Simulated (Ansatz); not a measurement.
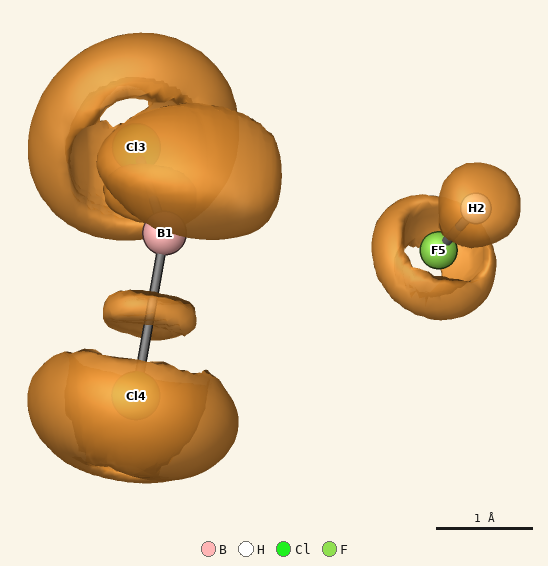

Figure 1: BCl₂···HF (doublet). Isosurface of the electron localisation function at 0.85 (orange), seen at a tilt. Only the valence region is drawn (cores and ρ < 0.01 e/Å³ removed).

Method: UHF/def2-SVP (Ansatz).

```xyz
5

B    -0.0011    0.4302   -0.6091
H     0.0003    0.4349    2.6902
Cl    1.5400   -0.2706   -1.0112
Cl   -1.5361   -0.2810   -1.0162
F    -0.0030   -0.3135    2.1863
```

Question: Identify the bonds, lone pairs and shells in this picture.

Answer: At this value the surface marks out two regions between bonded B–Cl atoms (shared pairs), one region around a hydrogen nucleus, two rings or bowls of non-bonding electrons around Cl, one lobe on B, pointing away from the bonds (non-bonding electrons) and one region wrapped around F (its lone pairs, merged into a ring or cap).

Values along the shortest contacts:
B1···F5 (2.89 Å): the ELF dips to about 0 between them. B–Cl (1.74 Å): the ELF peaks at about 0.95 between the atoms: a polar covalent bond.
